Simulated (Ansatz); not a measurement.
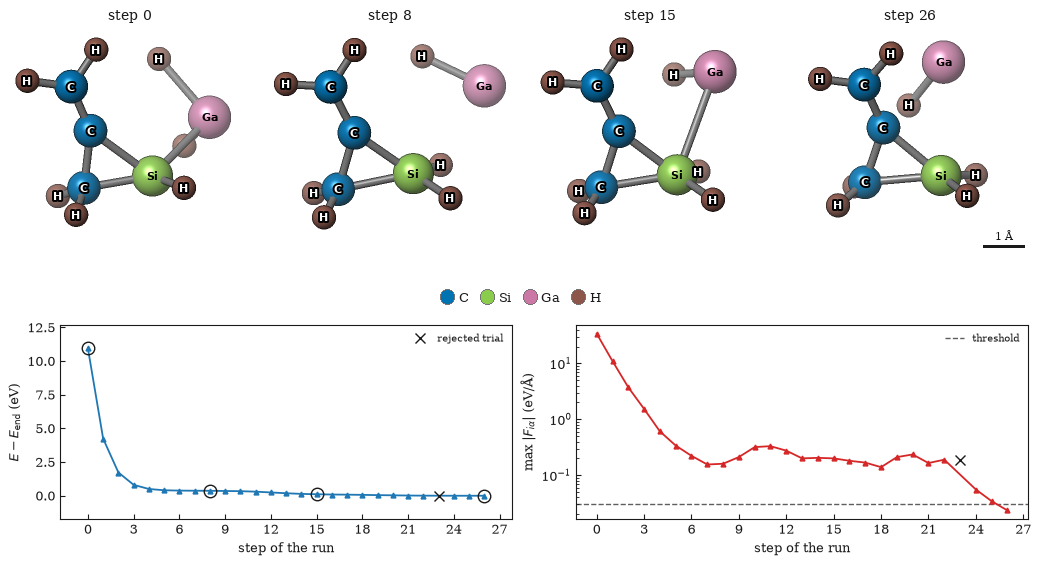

Frames of a relaxation of C3H7GaSi (coarse preliminary run), marked on the history of the run. Style: ball-and-stick. Shown from a free direction.

The start comes from a force field.

Level of theory: RKS PBE-D4/def2-SVP in Ansatz. (force threshold 0.03 eV/Å; at most 200 steps)

Q: Describe the path.

A: The Ga atom moves most after the best rigid fit: 1.80 Å. By element the largest moves are Ga 1.80 Å, H 1.53 Å, C 0.36 Å, Si 0.30 Å. Among the contacts that change: Ga–H 0.976 → 2.910 Å, C–Ga 4.225 → 2.988 Å, C–Ga 3.537 → 2.665 Å, Ga–Si 2.451 → 3.099 Å. New bonds form: H–Si (1.96 → 1.50 Å). Bonds break: Ga–H (0.98 → 2.91 Å). Bond angles that change, for instance: Si–C–H 110.3° → 124.3°, C–C–C 150.7° → 138.6°, C–C–Si 75.8° → 65.2°. Groups turn about C–C by about 25°. The energy falls by 10.946 eV in 25 accepted moves (26 points after the start). The largest force component goes from 34 to 0.023 eV/Å. The line search rejected the trial step at point 23 of the run. Cost: 38 s on 4 threads of Arm Neoverse V2 (shared host). From step 0 to 8: the Ga atom moves most (1.00 Å), energy −10.577 eV. From step 8 to 15: the Ga atom moves most (1.29 Å), energy −0.257 eV. From step 15 to 26: an H atom moves most (0.92 Å), energy −0.112 eV.

| step | E − E(0), eV | largest force component, eV/Å | note |
| --- | --- | --- | --- |
| 0 | 0.0000 | 33.9436 |  |
| 1 | -6.7068 | 10.9701 |  |
| 2 | -9.2185 | 3.7216 |  |
| 3 | -10.1344 | 1.5294 |  |
| 4 | -10.4434 | 0.6073 |  |
| 5 | -10.5372 | 0.3387 |  |
| 6 | -10.5621 | 0.2218 |  |
| 7 | -10.5729 | 0.1554 |  |
| 8 | -10.5766 | 0.1602 |  |
| 9 | -10.5918 | 0.2112 |  |
| 10 | -10.6054 | 0.3181 |  |
| 11 | -10.6420 | 0.3305 |  |
| 12 | -10.6995 | 0.2748 |  |
| 13 | -10.7590 | 0.2001 |  |
| 14 | -10.8074 | 0.2042 |  |
| 15 | -10.8334 | 0.1999 |  |
| 16 | -10.8546 | 0.1810 |  |
| 17 | -10.8643 | 0.1680 |  |
| 18 | -10.8801 | 0.1392 |  |
| 19 | -10.8982 | 0.2105 |  |
| 20 | -10.9136 | 0.2349 |  |
| 21 | -10.9288 | 0.1650 |  |
| 22 | -10.9377 | 0.1895 |  |
| 23 | -10.9373 | 0.1877 | rejected |
| 24 | -10.9450 | 0.0555 |  |
| 25 | -10.9452 | 0.0343 |  |
| 26 | -10.9456 | 0.0234 |  |
